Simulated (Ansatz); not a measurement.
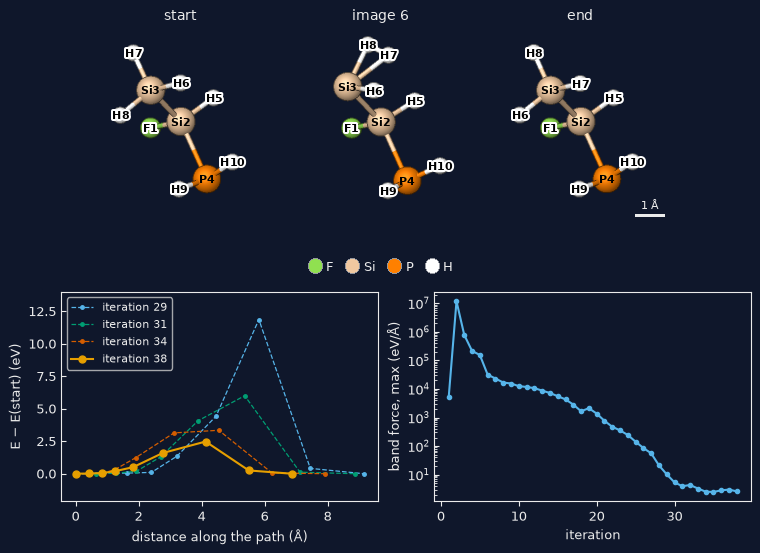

A nudged-elastic-band calculation for Si$_{2}$PH$_{6}$F. Images are numbered from 0 (start) to 8 (end). The plot follows the band through its iterations. The picture is a ball-and-stick view, seen from a free direction.

Computed with Ansatz 0.2.0, RKS PBE0-D4/6-31G*. Set-up: 7 movable images; climbing image; force threshold 0.03 eV/Å; iteration limit 38; starting path through a guess of the saddle point.

Question: How did the profile develop, and is the result final?

Answer: The result isn't final. The band hadn't converged when the run stopped after 38 iterations. The largest component of the band force went from 5100 to 2.6 eV/Å. The barrier read from it is provisional: over the last two iterations the highest image moved from 2.71 eV to 2.48 eV. The first iteration put the highest image at 536.10 eV. The two ends have the same energy, and the highest point, image 6, lies 2.48 eV above the start.

Cost: 17 min on 1 thread of Arm Neoverse V2 (shared host), peak memory 0.2 GiB.
